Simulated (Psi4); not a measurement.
# A workflow on InH2Br (SMILES [Br][InH2])

Aim: a series of 10 runs (PBE-D4/def2-SVP, PBE0-D4/def2-TZVP, PBE-D4/def2-TZVPP, r2SCAN-D4/def2-TZVPP, B3LYP-D4/def2-TZVPP, PBE0-D4/def2-TZVPP, wB97M-V/def2-TZVPP, CCSD(T)/def2-TZVPP, and more) of InH2Br. 

The results are computed with Psi4 1.11.

### 1 Starting point

The species is InH2Br (4 atoms), meant as a singlet with charge 0. SMILES: `[Br][InH2]`. The shape comes from GFN2-xTB, rattled, which is rough for such elements, and wasn't checked as a minimum. The run starts from this shape.

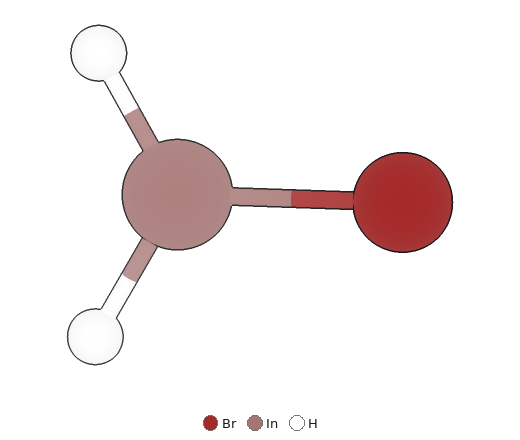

The structure, seen from a chosen angle (bromine red, indium brown, hydrogen white).

### 2 A geometry optimisation at PBE-D4/def2-SVP (density fitting, core potential) (run 1)

The input, job.in:

```
memory 3.3 GB

molecule system {
  0 1
  Br    -1.778053     0.663780    -1.084518
  In     0.179365    -0.082800     0.119208
  H      0.637075    -1.776632     0.044450
  H      1.094252     1.005699     1.058296
  units angstrom
  symmetry c1
}

set basis def2-SVP
set scf_type df
set geom_maxiter 60
set max_force_g_convergence 0.0005

energy_value, wavefunction = opt('pbe-d4', return_wfn=True)
```

The run is started by

```bash
$ psi4 -i job.in -o job.out -n 2
```

job.out:

```text
[...]
    !!!  WARNING: ECP capability is in beta. Please check occupations closely.  !!!
[...]
  Running in c1 symmetry.
[...]
  Nuclear repulsion =  184.271999308043860
[...]
  Multiplicity = 1
[...]
  Nalpha       = 29
  Nbeta        = 29
[...]
    Number of basis functions: 68
[...]
   @DF-RKS iter   1: -2764.40947346717439   -1.83940e+00   2.17027e-02 DIIS/ADIIS
[...]
    !!!  WARNING: ECP capability is in beta. Please check occupations closely.  !!!
[...]
   @DF-RKS iter   8: -2764.81033776723052   -4.54747e-12   6.89839e-09 DIIS
[...]
    Orbital Energies [Eh]
    ---------------------
    Doubly Occupied:
       1A   -480.913662     2A    -61.754094     3A    -55.683753
       4A    -55.681988     5A    -55.681343     6A     -8.378552
       7A     -6.255722     8A     -6.249522     9A     -6.247464
      10A     -4.511174    11A     -2.958416    12A     -2.949908
      13A     -2.946355    14A     -2.458276    15A     -2.457014
      16A     -2.455516    17A     -2.450895    18A     -2.450742
      19A     -0.727117    20A     -0.720479    21A     -0.717988
      22A     -0.714912    23A     -0.713678    24A     -0.661779
      25A     -0.400683    26A     -0.292259    27A     -0.279636
      28A     -0.249305    29A     -0.235399
[...]
  @DF-RKS Final Energy: -2764.81033776723052
   => Energetics <=
    Nuclear Repulsion Energy =            177.4593644089335669
    One-Electron Energy =               -4272.5055178126003739
    Two-Electron Energy =                1438.5906760791071974
    DFT Exchange-Correlation Energy =    -108.3525250729541227
    Empirical Dispersion Energy =          -0.0023353697169918
    VV10 Nonlocal Energy =                  0.0000000000000000
    Total Energy =                      -2764.8103377672305214
[...]
 Multipole Moments:
 ------------------------------------------------------------------------------------
     Multipole            Electronic (a.u.)      Nuclear  (a.u.)        Total (a.u.)
 ------------------------------------------------------------------------------------
 L = 1.  Multiply by 2.5417464519 to convert [e a0] to [Debye]
 Dipole X            :         44.1138315          -43.3100223            0.8038092
 Dipole Y            :        -17.4407961           17.1208569           -0.3199392
 Dipole Z            :         27.2777509          -26.7785290            0.4992219
 Magnitude           :                                                    0.9988457
[...]
  -Total Gradient:
     Atom            X                  Y                   Z
    ------   -----------------  -----------------  -----------------
       1       -0.000013882599     0.000073954862    -0.000035378326
       2        0.000094698164    -0.000176303483     0.000234998230
       3        0.000014735310    -0.000051377311    -0.000084957960
       4       -0.000024342633     0.000125475223    -0.000069164756
[...]
    Final optimized geometry and variables:
    Molecular point group: c1
    Full point group: C1
    Geometry (in Angstrom), charge = 0, multiplicity = 1:
    BR          -1.220978565794     0.482410170685    -0.754606662035
    IN           0.814885132726    -0.322013418621     0.503692117274
    H            1.105470776333    -2.012243295820     0.289721536722
    H            1.597514427921     0.950136422027     1.373389888751
    Psi4 run time: 0:01:10.33
[...]
```

The script printed:

```text
Optimizer: Optimization complete!
```

Wall time 74 s (2 threads of AMD EPYC (Zen 3), shared host); peak memory 0.43 GiB.

Steps, from the record of the run:

| step | energy from the first frame kept (eV) | largest force (eV/Å) |
| --- | --- | --- |
| 0 | 0.0000 | 1.5088 |
| 1 | -0.0802 | 0.3102 |
| 2 | -0.0846 | 0.3252 |
| 3 | -0.0990 | 0.1927 |
| 4 | -0.1144 | 0.0159 |

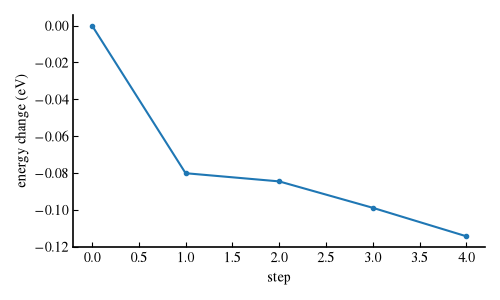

Energy along the run.

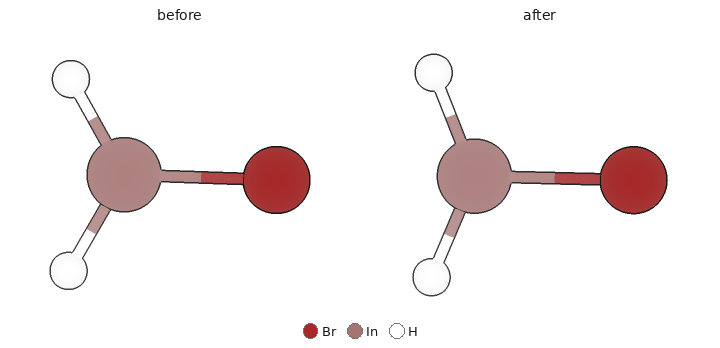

Before and after, at one scale.

After the run. Bond lengths: Br1–In2 2.525 Å, In2–H3 1.728 Å, In2–H4 1.728 Å. Angles: Br1–In2–H3 112.7°, Br1–In2–H4 112.4°, H3–In2–H4 134.9°.

### 3 A structure relaxation at PBE0-D4/def2-TZVP (density fitting, core potential) (run 2)

The input, input.dat:

```
memory 3300 MB

molecule {
  0 1
  Br    -1.823346     0.697350    -1.116026
  In     0.212518    -0.107073     0.142273
  H      0.503103    -1.797303    -0.071697
  H      0.995147     1.165077     1.011971
  symmetry c1
}

set {
  basis                   def2-TZVP
  scf_type                df
  geom_maxiter            50
  max_force_g_convergence 0.0002
}

energy_value, wavefunction = opt('pbe0-d4', return_wfn=True)
```

The run is started by

```bash
$ psi4 -i input.dat -o output.dat -n 2
```

output.dat (excerpt; [...] marks lines left out):

```text
[...]
  Running in c1 symmetry.
[...]
  Nuclear repulsion =  177.459354084870284
[...]
  Multiplicity = 1
[...]
  Nalpha       = 29
  Nbeta        = 29
[...]
    Number of basis functions: 110
[...]
   @DF-RKS iter   1: -2764.79043800623958   -2.01474e+00   1.44551e-02 ADIIS/DIIS
[...]
   @DF-RKS iter   6: -2765.22651281548269   -6.82121e-12   4.06098e-09 DIIS
[...]
  @DF-RKS Final Energy: -2765.22651281548269
   => Energetics <=
    Nuclear Repulsion Energy =            180.2777780246981365
    One-Electron Energy =               -4278.9589150640522348
    Two-Electron Energy =                1415.4350344036690785
    DFT Exchange-Correlation Energy =     -81.9783998132938478
    Empirical Dispersion Energy =          -0.0020103665038488
    VV10 Nonlocal Energy =                  0.0000000000000000
    Total Energy =                      -2765.2265128154826925
[...]
 Multipole Moments:
 ------------------------------------------------------------------------------------
     Multipole            Electronic (a.u.)      Nuclear  (a.u.)        Total (a.u.)
 ------------------------------------------------------------------------------------
 L = 1.  Multiply by 2.5417464519 to convert [e a0] to [Debye]
 Dipole X            :         43.4933905          -42.6334572            0.8599333
 Dipole Y            :        -17.1016092           16.7634230           -0.3381862
 Dipole Z            :         26.8421262          -26.3111846            0.5309416
 Magnitude           :                                                    1.0657176
[...]
  -Total Gradient:
     Atom            X                  Y                   Z
    ------   -----------------  -----------------  -----------------
       1       -0.000007853803     0.000003466288    -0.000008454863
       2        0.000067193617    -0.000030898508     0.000057989376
       3       -0.000031148402    -0.000007157013    -0.000031024015
       4       -0.000023208013     0.000032658685    -0.000015511239
[...]
    Final optimized geometry and variables:
    Molecular point group: c1
    Full point group: C1
    Geometry (in Angstrom), charge = 0, multiplicity = 1:
    BR          -1.202526074019     0.472823949493    -0.742110077762
    IN           0.802444562746    -0.315516572965     0.495214907204
    H            1.094680984563    -1.983823272495     0.291267688803
[...]
```

On the terminal:

```text
Optimizer: Optimization complete!
```

Wall time 2.4 min (2 threads of AMD EPYC (Zen 3), shared host); peak memory 0.66 GiB.

The path in brief:

| step | energy from the first frame kept (eV) | largest force (eV/Å) |
| --- | --- | --- |
| 0 | 0.0000 | 0.4090 |
| 1 | -0.0139 | 0.1001 |
| 2 | 0.0085 | 0.3818 |
| 3 | -0.0062 | 0.2454 |
| 4 | -0.0153 | 0.0272 |
| 5 | -0.0154 | 0.0139 |
| 6 | -0.0154 | 0.0048 |

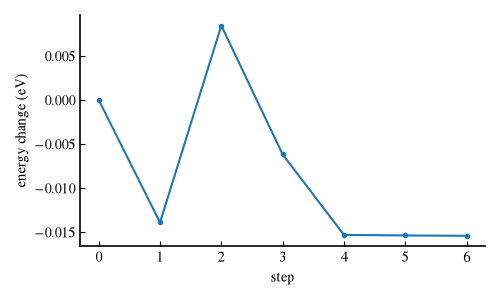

Energy along the run.

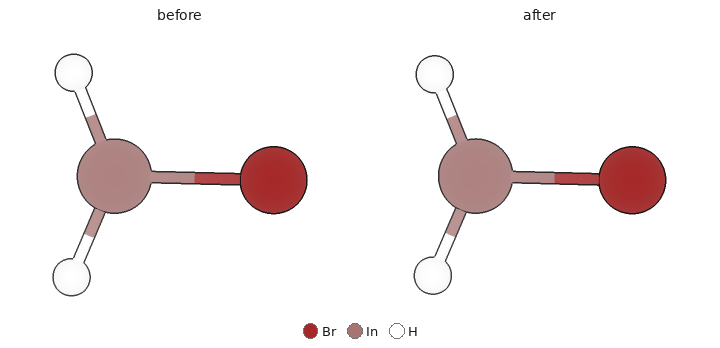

Before and after, at one scale.

After the run. Bond lengths: Br1–In2 2.484 Å, In2–H3 1.706 Å, In2–H4 1.706 Å. Angles: Br1–In2–H3 112.9°, Br1–In2–H4 112.9°, H3–In2–H4 134.2°.

Runs 3 to 9 aren't shown in full; the table further down has their settings and results.

### 4 The energy at MP2/def2-QZVPP (density fitting, core potential, density fitting for correlation) (run 10)

The input, input.in:

```
memory 3300 mb

molecule {
  0 1
  Br
  In 1 2.484423
  H 2 1.705944 1 112.89341
  H 2 1.705941 3 134.20921 1 -179.97414
  units angstrom
  symmetry c1
}

set scf_type df
set num_frozen_docc 13

e_tot = energy("mp2/def2-QZVPP")
```

The run is started by

```bash
$ psi4 -i input.in -o input.out -n 2
```

input.out:

```text
[...]
    !!!  WARNING: ECP capability is in beta. Please check occupations closely.  !!!
[...]
  Running in c1 symmetry.
[...]
  Nuclear repulsion =  180.277822485326595
[...]
  Multiplicity = 1
[...]
  Nalpha       = 29
  Nbeta        = 29
[...]
    Number of basis functions: 231
[...]
   @DF-RHF iter   1: -2762.54227036946259   -2.51755e+00   7.65932e-03 ADIIS/DIIS
[...]
   @DF-RHF iter  11: -2762.88306806333048   -2.59206e-11   5.66177e-09 DIIS
[...]
    Orbital Energies [Eh]
    ---------------------
    Doubly Occupied:
       1A   -489.991731     2A    -65.132333     3A    -58.487248
       4A    -58.486832     5A    -58.486692     6A     -9.804806
       7A     -7.414004     8A     -7.411523     9A     -7.410881
      10A     -5.416049    11A     -3.676710    12A     -3.670379
      13A     -3.667204    14A     -3.156307    15A     -3.155286
      16A     -3.154431    17A     -3.151383    18A     -3.151334
      19A     -1.070121    20A     -1.060538    21A     -1.060356
      22A     -1.055508    23A     -1.054612    24A     -0.961512
      25A     -0.570754    26A     -0.453803    27A     -0.425774
      28A     -0.406193    29A     -0.392771
[...]
  @DF-RHF Final Energy: -2762.88306806333048
   => Energetics <=
    Nuclear Repulsion Energy =            180.2778224853265954
    One-Electron Energy =               -4279.6476366315619089
    Two-Electron Energy =                1336.4867460829045740
    Total Energy =                      -2762.8830680633309385
[...]
 Multipole Moments:
 ------------------------------------------------------------------------------------
     Multipole            Electronic (a.u.)      Nuclear  (a.u.)        Total (a.u.)
 ------------------------------------------------------------------------------------
 L = 1.  Multiply by 2.5417464519 to convert [e a0] to [Debye]
 Dipole X            :         -0.0010227            0.0007317           -0.0002910
 Dipole Y            :          0.0000949           -0.0000647            0.0000302
 Dipole Z            :         54.0166292          -52.8289765            1.1876528
 Magnitude           :                                                    1.1876528
[...]
```

Wall time 24 s (2 threads of AMD EPYC (Zen 3), shared host); peak memory 0.64 GiB.

### 5 The series

| run | level | geom maxiter | max force g convergence | energy (Eh) | dipole moment (D) | HOMO energy (eV) | LUMO energy (eV) | wall time |
| --- | --- | --- | --- | --- | --- | --- | --- | --- |
| 1 | PBE-D4/def2-SVP (density fitting, core potential) | 60 | 0.0005 | -2764.810338 | 2.54 | -6.41 | -2.70 | 74 s |
| 2 | PBE0-D4/def2-TZVP (density fitting, core potential) | 50 | 0.0002 | -2765.226513 | 2.71 | -7.83 | -2.03 | 2.4 min |
| 3 | PBE0-D4/def2-TZVP (density fitting) | – | – | timeout | – | – | – | 7.4 min |
| 4 | PBE-D4/def2-TZVPP (density fitting, core potential) | – | – | -2765.134903 | 2.51 | -6.61 | -2.75 | 45 s |
| 5 | r2SCAN-D4/def2-TZVPP (density fitting, core potential) | – | – | -2765.580750 | 2.67 | -6.91 | -2.48 | 54 s |
| 6 | B3LYP-D4/def2-TZVPP (density fitting, core potential) | – | – | -2765.628444 | 2.66 | -7.59 | -2.32 | 25 s |
| 7 | PBE0-D4/def2-TZVPP (density fitting, core potential) | – | – | -2765.226808 | 2.71 | -7.83 | -2.04 | 24 s |
| 8 | wB97M-V/def2-TZVPP (density fitting, core potential) | – | – | -2765.321365 | 2.78 | -10.08 | -0.55 | 45 s |
| 9 | CCSD(T)/def2-TZVPP (density fitting, density fitting for correlation) | – | – | timeout | – | – | – | 4 min |
| 10 | MP2/def2-QZVPP (density fitting, core potential, density fitting for correlation) | – | – | -2763.952931 | – | -10.69 | 0.32 | 24 s |

### 6 Outcome

```
                                                            quantity           value
                                run 10, MP2/def2-QZVPP: total energy  -2763.95293 Eh
         run 10, MP2/def2-QZVPP: HOMO energy (Hartree–Fock orbitals)       -10.69 eV
         run 10, MP2/def2-QZVPP: LUMO energy (Hartree–Fock orbitals)         0.32 eV
       run 10, MP2/def2-QZVPP: HOMO–LUMO gap (Hartree–Fock orbitals)        11.01 eV
run 10, MP2/def2-QZVPP: correlation energy (13 core orbitals frozen)     -1069.9 mEh
```

Over runs 4, 5, 6, 7, 8 the dipole moment (its size) runs from 2.51 D (PBE-D4/def2-TZVPP) to 2.78 D (wB97M-V/def2-TZVPP). Over runs 4, 5, 6, 7, 8 the HOMO–LUMO gap runs from 3.86 eV (PBE-D4/def2-TZVPP) to 9.53 eV (wB97M-V/def2-TZVPP). Totals of different functionals can't be ranked against each other. All runs together took 19 min, the longest 7.4 min. 2 of the 10 runs did not end normally.
